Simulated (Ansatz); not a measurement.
Fields on a plane of ZnCu2SnS4 (kesterite type, space group I-4)

```xyz
8
Lattice="-2.7070 2.7070 5.4108 2.7070 -2.7070 5.4108 2.7070 2.7070 -5.4108" Properties=species:S:1:pos:R:3 pbc="T T T"
Cu     0.0000     0.0000     0.0000
Cu     0.0000     2.7070     2.7054
Zn     2.7070     0.0000     2.7054
Sn     0.0000     0.0000     5.4108
S      1.3959     1.4311     4.0135
S      1.3112     1.2759    -1.3973
S      1.4311    -1.3959     6.8081
S      1.2759     4.1029     1.3973
```

The slice is a (1 0 -1) plane (indices of the conventional cell) through the point (0.500, 0.500, 0.000) (fractional), spanned by u = [101] and v = [121] in vectors of this cell: u (5.41 Å) and v (12.10 Å, at 90° to u). It covers one period; positions are fractions (u, v).

Atoms on it: Sn at (0.00, 0.00); Sn at (0.50, 0.50). Other atoms lie within 1 Å of the plane.

Calculation: r2SCAN (plane waves to 500 eV, PAW, scalar-relativistic; Ansatz, an electronic-structure program). k mesh 9×9×9. Inside the PAW spheres the values are not all-electron values, and peaks at nuclei hang on which shells count as valence. ZnCu2SnS4 is run without spin polarisation. ZnCu2SnS4 was relaxed with its symmetry unable to fall.

```
v \ u  0.00  0.14  0.29  0.43  0.57  0.71  0.86
-----  ----  ----  ----  ----  ----  ----  ----
0.88   -0.8  -1.3  -1.4  -1.1  -0.4   0.0  -0.2
0.75   -1.0  -0.8  -0.7  -0.9  -0.9  -0.7  -0.8
0.62   -0.9  -0.2  -0.1  -0.5  -1.1  -1.4  -1.4
0.50   -1.8  -1.4  -0.6   0.9   0.9  -0.6  -1.4
0.38   -0.8  -0.1   0.0  -0.5  -1.1  -1.4  -1.3
0.25   -0.9  -0.8  -0.7  -0.9  -0.9  -0.7  -0.8
0.12   -0.8  -1.3  -1.5  -1.2  -0.5   0.0  -0.2
0.00    1.2   0.1  -1.0  -1.6  -1.6  -1.0   0.1
```

Values: log₁₀ of the valence density in e/Å³. The scale is logarithmic, as a density can span decades between atoms and voids.

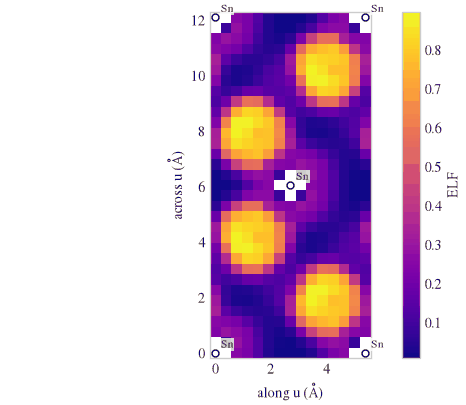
Figure: Electron localisation function (ELF), one period of the plane, atoms marked. Points within 0.5 Å of a nucleus are left white, as the pseudised field means little there.
